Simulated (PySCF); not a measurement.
Ionisation energy of Mn⁺ ([Ar] 3d⁵ 4s → [Ar] 3d⁵). PySCF, aug-cc-pVDZ, non-relativistic, unrestricted single determinants, no spin-orbit coupling. Methods marked “valence” freeze 18 core electrons.

The results, method by method:

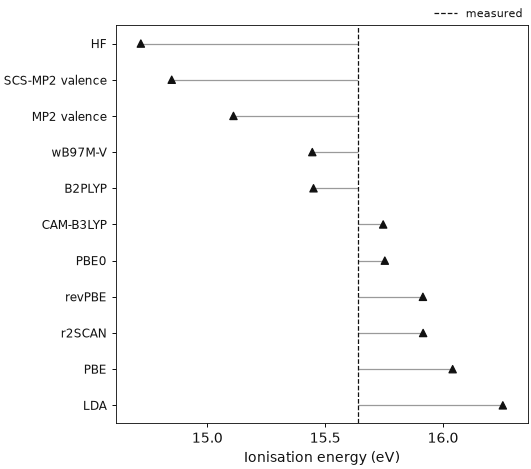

```csv
Method,Ionisation energy (eV)
HF,14.72
LDA,16.25
PBE,16.04
PBE0,15.75
r2SCAN,15.92
B2PLYP,15.45
CAM-B3LYP,15.75
wB97M-V,15.45
revPBE,15.91
MP2 valence,15.11
SCS-MP2 valence,14.85
```

The values run from 14.72 eV (HF) to 16.25 eV (LDA). The measured value is 15.64 eV; nearest to it come CAM-B3LYP (+0.11) and PBE0 (+0.11), furthest HF (−0.92 eV).

Known limits: relativistic shift absent.
